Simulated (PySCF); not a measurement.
SMILES CCN([SiH2])CC (C₄H₁₂NSi), doublet, GFN2-xTB optimised geometry. Atoms within 1.6 Å of the plane z = 1.2 Å (x, y, z in Å): N3 (-0.57, 0.03, 0.00), Si4 (0.19, -1.51, 0.00), C5 (-0.55, 0.90, 1.15), C6 (-0.83, 0.15, 2.44), H12 (1.66, -1.51, 0.00), H14 (0.42, 1.42, 1.24), H15 (-1.32, 1.67, 1.01), H17 (-1.77, -0.40, 2.36), H18 (-0.03, -0.56, 2.65).

Calculation: unrestricted B3LYP/def2-SVP (PySCF). Cells within 0.4 Å of a nucleus heavier than hydrogen are left out (blank, or x).

Map of the Laplacian of the electron density (e/bohr⁵), clipped to [-1.50, 1.50] on the plane z = 1.2 Å:

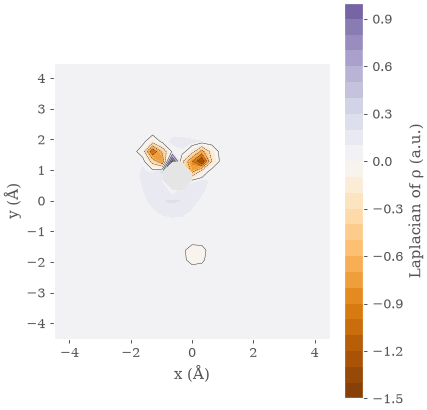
*Laplacian of the electron density (e/bohr⁵), clipped to [-1.50, 1.50] on the plane z = 1.2 Å.*
